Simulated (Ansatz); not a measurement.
**FGeH₃: density, localisation and related maps**

```tsv
atom	x (Å)	y (Å)	z (Å)
Ge	0.0003	0.0000	-0.0564
F	0.0001	0.0000	1.6792
H	1.4791	0.0000	-0.4969
H	-0.7390	1.2806	-0.4972
H	-0.7390	-1.2806	-0.4972
```

These are results of RKS LDA/def2-SVP (Ansatz), not measurements.

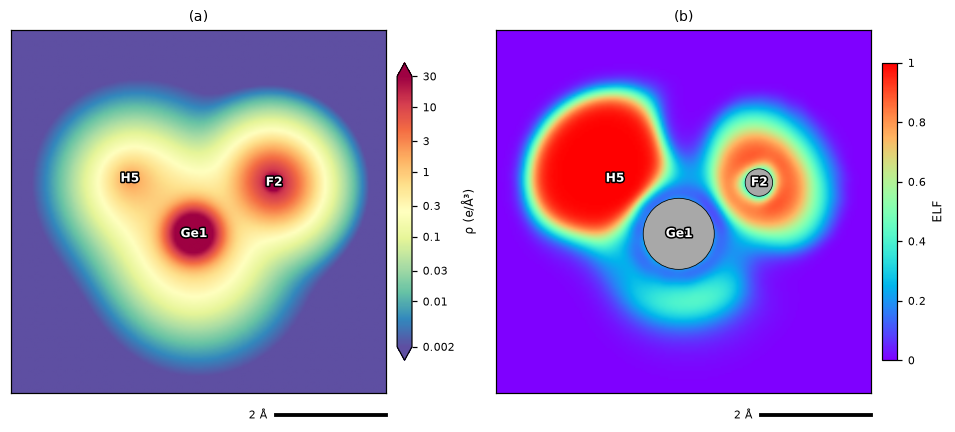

Figure 1. (a) total electron density; (b) electron localisation function on the plane of atoms F2, Ge1 and H5. Grey discs cover the atomic cores in the ELF map.

> What does the map show?

The plane passes through Ge, F and H nuclei.
Ge–F (1.74 Å): the density is about 0.93 e/Å³ at the midpoint; the ELF peaks at about 0.80 in the valence shell of F, 0.5 Å from its nucleus, and is about 0.25 at the midpoint.
Ge–H (1.54 Å): the density is about 1.1 e/Å³ at the midpoint; the ELF climbs to about 1 towards the hydrogen.
The ELF also peaks beside F2, away from the bonds: lone-pair regions.

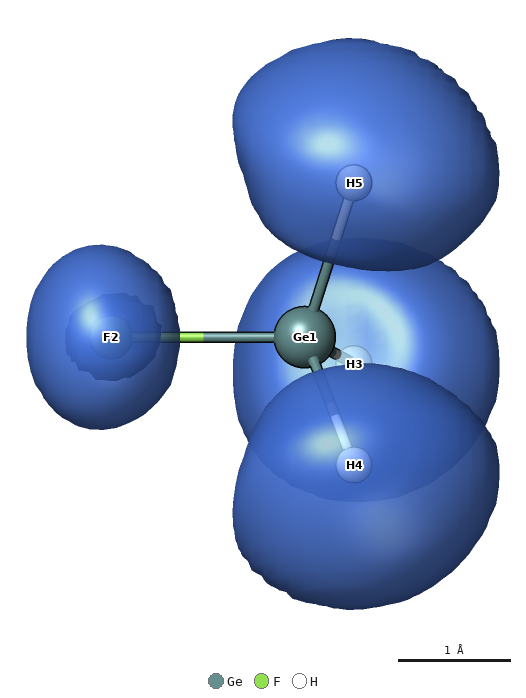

Figure 2. Isosurface of the ELF at 0.75 (blue), seen from one side. Only the valence region is drawn (cores and ρ < 0.01 e/Å³ removed).

> Where are the electrons localised?

At this value the surface marks out three regions around hydrogen nuclei and one region wrapped around F (its valence shell).

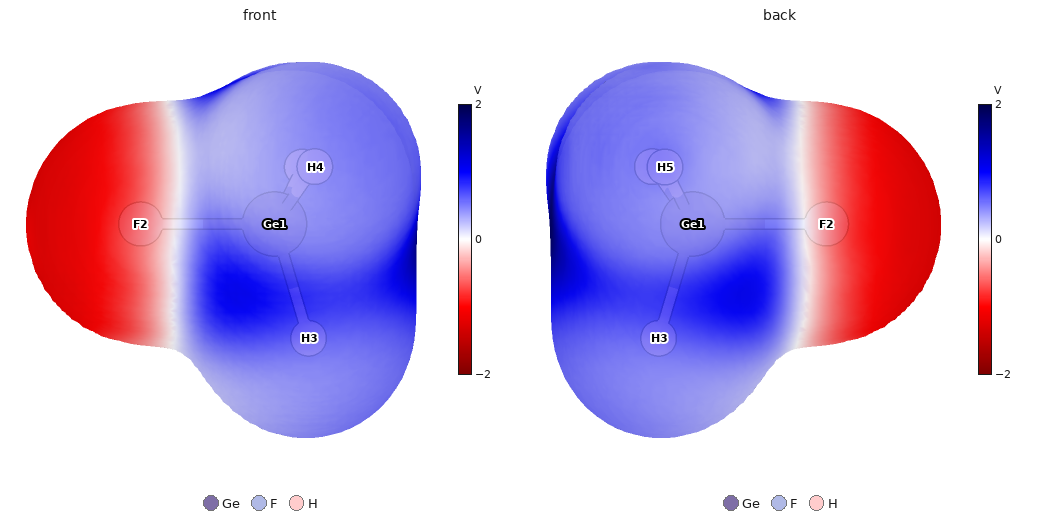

Figure 3. The molecular electrostatic potential painted on the density surface at 0.002 e/bohr³, seen from the front and from behind; the colour scale runs from red (negative) to blue (positive).

> Where is the surface potential most negative and most positive?

The most negative region (about −1.2 V) lies over F2, the most positive (about +1.8 V) over Ge1.
